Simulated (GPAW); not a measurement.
Band structure of Fe (Im-3m, 1 atom in the cell).

```
Fe
1.0
   -1.42035     1.42035     1.42035
    1.42035    -1.42035     1.42035
    1.42035     1.42035    -1.42035
Fe
1
Cartesian
  0.00000   0.00000   0.00000
```
Moments meant for the start (each program seeds them in its own way; μB, in the order of the atoms Fe): 4.0.

Computed with PBE, GPAW PAW datasets PBE (gpaw-data 1.0.1) (plane waves; GPAW).

Settings: spinpol = true; mode = pw; ecut = 800 eV; xc = PBE; kpts = 13 13 13; mesh shift (steps) = 0 0 0; occupations.name = methfessel-paxton; occupations.width = 0.136 eV; occupations.order = 1; nbands = -12; convergence.density = 1e-05 e/electron; convergence.energy = 1e-05 eV/electron; symmetry.symmorphic = false; symmetry.tolerance = 0.0005.

The starting cell comes from a database of computed structures (which also holds hypothetical and non-ambient phases and stackings), without a prior relaxation at this level. Its lattice was rescaled by a random factor within 2.5 % of one. With one magnetic atom in the cell only a parallel order is possible.

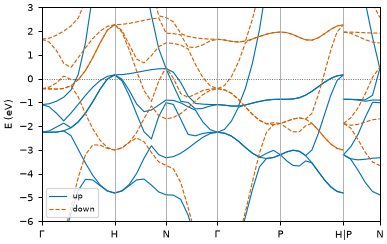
Fig. 1. Bands along the path, energies from the Fermi level.

Levels in eV from the Fermi level, bands 2 to 9 of the first spin channel:
| point | 2 | 3 | 4 | 5 | 6 | 7 | 8 | 9 |
|---|---|---|---|---|---|---|---|---|
| Γ | -2.26 | -2.26 | -2.26 | -1.10 | -1.10 | 24.84 | 24.84 | 24.84 |
| H | -4.82 | 0.15 | 0.15 | 0.15 | 9.77 | 9.77 | 9.77 | 15.50 |
| N | -3.34 | -1.02 | -0.91 | 0.41 | 0.42 | 7.27 | 18.16 | 19.90 |
| P | -3.21 | -3.21 | -0.87 | -0.87 | 8.56 | 8.56 | 8.56 | 10.64 |

Bands cross the Fermi level along this path, so the cell is metallic at this level.

The net moment of the cell came out as 2.13 μB.
